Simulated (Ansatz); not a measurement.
**F3HOTi: density, localisation and related maps**

```yaml
atoms:
  - { symbol: Ti, position_ang: [-0.0091, 0.0102, 0.0907] }
  - { symbol: F, position_ang: [0.1548, 0.2509, 1.7970] }
  - { symbol: F, position_ang: [1.5720, -0.0857, -0.6076] }
  - { symbol: F, position_ang: [-0.8290, 1.3785, -0.5815] }
  - { symbol: O, position_ang: [-0.8933, -1.4356, -0.2312] }
  - { symbol: H, position_ang: [-1.3950, -2.2243, -0.3626] }
```

Theory: Ansatz, RHF/def2-SVP.

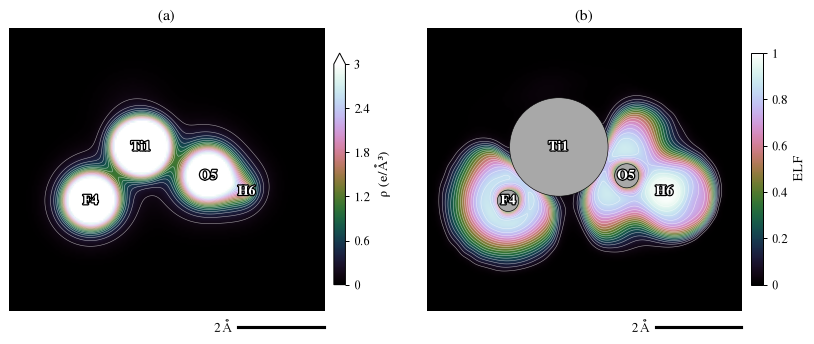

Figure 1. (a) total electron density; (b) ELF on the plane of atoms F4, Ti1 and O5. Grey discs cover the atomic cores in the ELF map.

Describe what can be read from this map.

Atoms in the plane: Ti, F, O and H. Ti–O (1.73 Å): the density is about 1.1 e/Å³ at the midpoint; the ELF peaks at about 0.80 in the valence shell of O, 0.5 Å from its nucleus, and drops to about 0.20 between the two atoms. Ti–F (1.73 Å): ρ is about 1.1 e/Å³ halfway; the ELF peaks at about 0.85 in the valence shell of F, 0.5 Å from its nucleus, and drops to about 0.20 between the two atoms. O–H (0.94 Å): ρ at the midpoint is about 3.8 e/Å³; the ELF climbs to about 1 towards the hydrogen, as it does in any bond to H: an ordinary covalent bond to hydrogen.

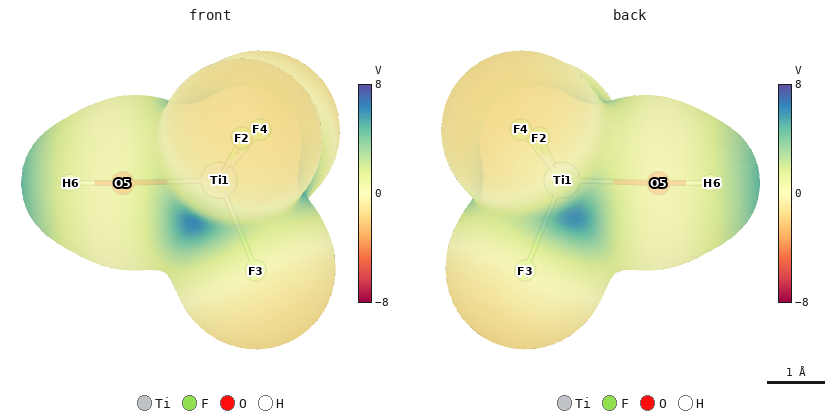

Figure 2. The molecular electrostatic potential painted on the density surface at 0.004 e/bohr³, seen from the front and from behind; the colour scale runs from red (negative) to blue (positive).

Describe the electrostatic potential map.

The most negative region (about −1.4 V, or −32 kcal/mol for a unit charge) lies over F2, F3 and F4, the most positive (about +6.3 V, or +145 kcal/mol for a unit charge) over Ti1.
